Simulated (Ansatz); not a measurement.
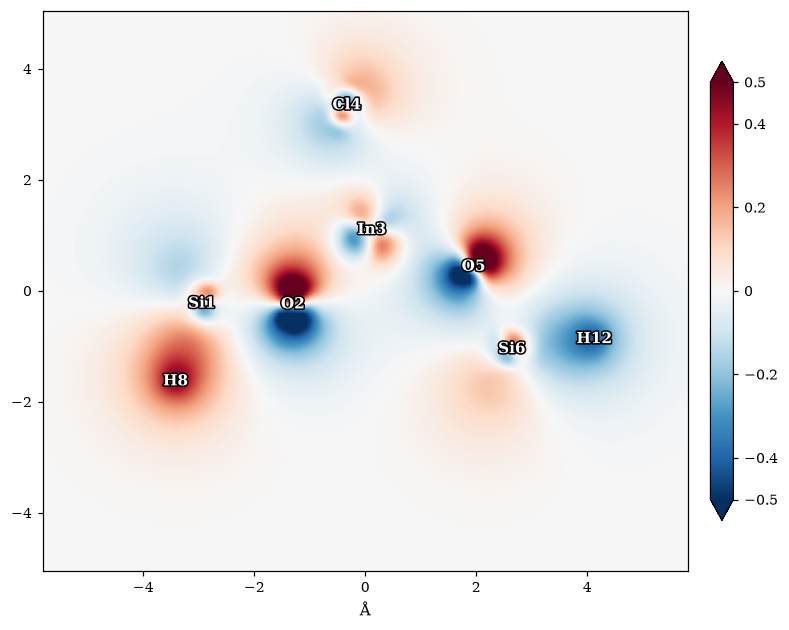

ClH6InO2Si2 (SMILES [SiH3][O][In]([Cl])[O][SiH3]). The HOMO−1 on the plane of atoms In3, O5 and Si6 (values in Å⁻³ᐟ²; the overall sign is arbitrary).

Geometry: PBE0-D4/def2-TZVP; core potentials replace the inner electrons of In.

All numbers below come from RKS PBE0-D4/def2-TZVPP in Ansatz.

```yaml
atoms:
  - { symbol: Si, position_ang: [0.7608, -2.6713, -0.4164] }
  - { symbol: O, position_ang: [0.3725, -1.0993, -0.1743] }
  - { symbol: In, position_ang: [-1.2732, -0.0781, 0.0997] }
  - { symbol: Cl, position_ang: [-3.3318, -1.0810, 0.1428] }
  - { symbol: O, position_ang: [-1.0831, 1.8476, 0.3379] }
  - { symbol: Si, position_ang: [0.1797, 2.8911, 0.3643] }
  - { symbol: H, position_ang: [0.2176, -3.1629, -1.7133] }
  - { symbol: H, position_ang: [2.2412, -2.7883, -0.4325] }
  - { symbol: H, position_ang: [0.2148, -3.5334, 0.6690] }
  - { symbol: H, position_ang: [0.9196, 2.8710, -0.9281] }
  - { symbol: H, position_ang: [1.1371, 2.5482, 1.4523] }
  - { symbol: H, position_ang: [-0.3551, 4.2566, 0.5987] }
```

> Where does this orbital lie, and at what energy?

It lies mainly on O2 (about 20 %), O5 (about 15 %), Si1 (about 15 %), H8 (about 10 %), Si6 (about 10 %) and H12 (about 10 %). Its energy is −8.77 eV.
